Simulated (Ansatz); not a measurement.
The calculation's input:

```
crystal:
  lattice:
    - [2.5395460754, -1.4857788937, -0.0006518427]
    - [2.5395460754, 1.4857788937, -0.0006518427]
    - [-0.7601246442, 0.0, 11.9331877294]
  atoms:
    - { symbol: Na, position: [0.9706918261, 0.9706918261, 0.9929745105] }
    - { symbol: Ta, position: [0.560671059, 0.560671059, 0.4489795611] }
    - { symbol: Ta, position: [0.9303340644, 0.9303340644, 0.7380280365] }
    - { symbol: Ta, position: [0.0172283202, 0.0172283202, 0.2443953582] }
    - { symbol: O, position: [0.5786512819, 0.5786512819, 0.6297069867] }
    - { symbol: O, position: [0.6133343655, 0.6133343655, 0.8493381687] }
    - { symbol: O, position: [0.3274760268, 0.3274760268, 0.1305773783] }
basis:
  ecutwfc: 420
kpoints:
  mp_grid: { grid: [12, 12, 4] }
  band_path:
    path:
      - [[0.0, 0.0, 0.0], [-0.33592291, 0.33592291, 0.0]]
      - [[-0.66407709, -0.33592291, 0.0], [-0.5, -0.5, 0.0], [0.0, 0.0, 0.0], [-0.5, -0.5, 0.5], [-0.66640655, -0.33359345, 0.5]]
      - [[-0.33359345, 0.33359345, 0.5], [0.0, 0.0, 0.5], [0.0, 0.0, 0.0]]
      - [[-0.5, 0.0, 0.5], [0.0, 0.0, 0.0], [-0.5, 0.0, 0.0]]
    npoints: 14
hamiltonian:
  xc: pbesol
scf:
  occupations: { method: gaussian, width: 0.1 }
  n_extra_bands: 17
output:
  forces: true
  stress: true
  eigenvalues: true
  populations: true
  dos: { projected: true, de: 0.02, nscf_kmesh: { grid: [15, 15, 5] } }
  bader: true
  write_density: true
  write_potential: true
  elf: true
  volumetric_format: npy
```

Command:

```sh
ansatz run input.yaml --threads 1 --pin off --max-ram 2560MiB --backend cpu --events-out ev --progress --plain --runs-dir out
```

Below, planes, directions and counts refer to the conventional cell (a = 5.08 Å, b = 2.97 Å, c = 11.96 Å, α = 90.00°, β = 93.66°, γ = 90.00°).

Space group Cm; a generated structure, not necessarily the stable one; not relaxed (largest force 0.4 eV/Å); computed pressure about −7 GPa in this cell.

These are results of DFT PBEsol, scalar-relativistic, plane waves, PAW (Ansatz), not measurements.

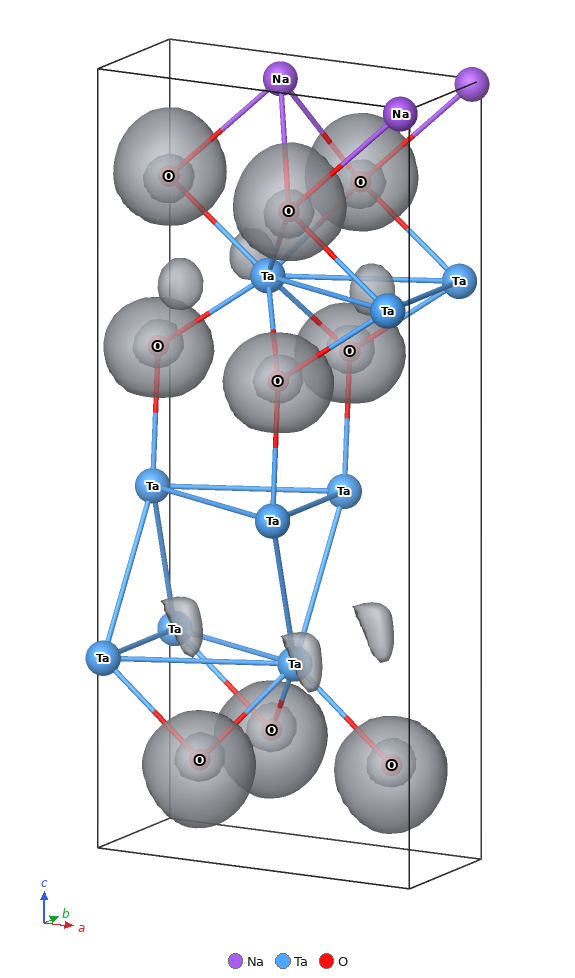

NaTa3O3. Isosurface of the ELF at 0.7 (grey), seen slightly off an axis. Core shells and regions of very low density are left out. Sticks mark near contacts.

Q: Where are the electrons localised?

A: At this value the surface marks out six regions wrapped around O (the valence shell of each) and four pockets between the atoms, centred on no nucleus (multi-centre or interstitial), counted in one cell of 14 atoms. Regions shared between cells count once. Profiles from the grid: Ta–O (2.14 Å): the ELF peaks at about 0.80 in the valence shell of O, 0.6 Å from its nucleus, and drops to about 0.15 between the two atoms: no shared electron pair shows on this line. Na–O (2.37 Å): the ELF peaks at about 0.85 in the valence shell of O, 0.6 Å from its nucleus, and is about 0.15 at the midpoint (no shared electron pair shows on this line).

Q: What Bader charges does the calculation give?

A: Electrons move from Na and Ta towards O. Bader charges: Na +0.84, Ta +0.39 to +1.81 and O −1.32 to −1.26 e.
